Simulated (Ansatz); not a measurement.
```yaml
atoms:
  - { symbol: B, position_ang: [0.5769, 0.1581, 0.5159] }
  - { symbol: Si, position_ang: [-0.1863, -0.9225, -1.0823] }
  - { symbol: O, position_ang: [-0.3096, -2.3969, -0.3485] }
  - { symbol: S, position_ang: [1.1705, 1.0667, 1.7070] }
  - { symbol: H, position_ang: [-0.0496, -2.5169, 0.5680] }
```

Geometry: PBE0-D4/def2-TZVP.

These are results of RKS PBE0-D4/def2-TZVPP in Ansatz 0.2.0, not measurements.

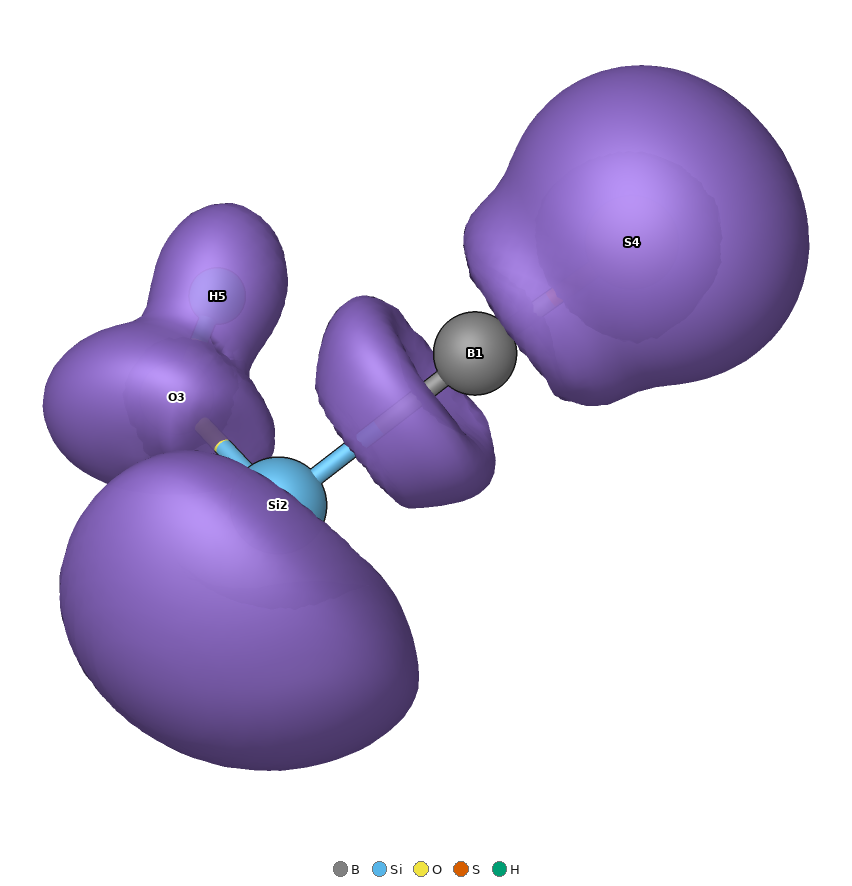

BHOSSi. Isosurface of the electron localisation function at 0.75 (purple), seen at a tilt. Only the valence region is drawn (cores and ρ < 0.01 e/Å³ removed).

### Describe the localisation domains.

At this value the surface marks out one region between bonded B–Si atoms (shared pairs), one region on S in which the atom's valence shell and bonds are merged, one lobe on Si, pointing away from the bonds (lone pairs) and one joined region spread over several atoms (H, O), in which their bonds and any lone pairs are merged. Profiles from the grid: B–S (1.61 Å): the ELF peaks at about 0.85 between the atoms, as expected for localised, covalent bonding. Si–O (1.65 Å): the ELF peaks at about 0.85 between the atoms (a shared but strongly polarised pair).
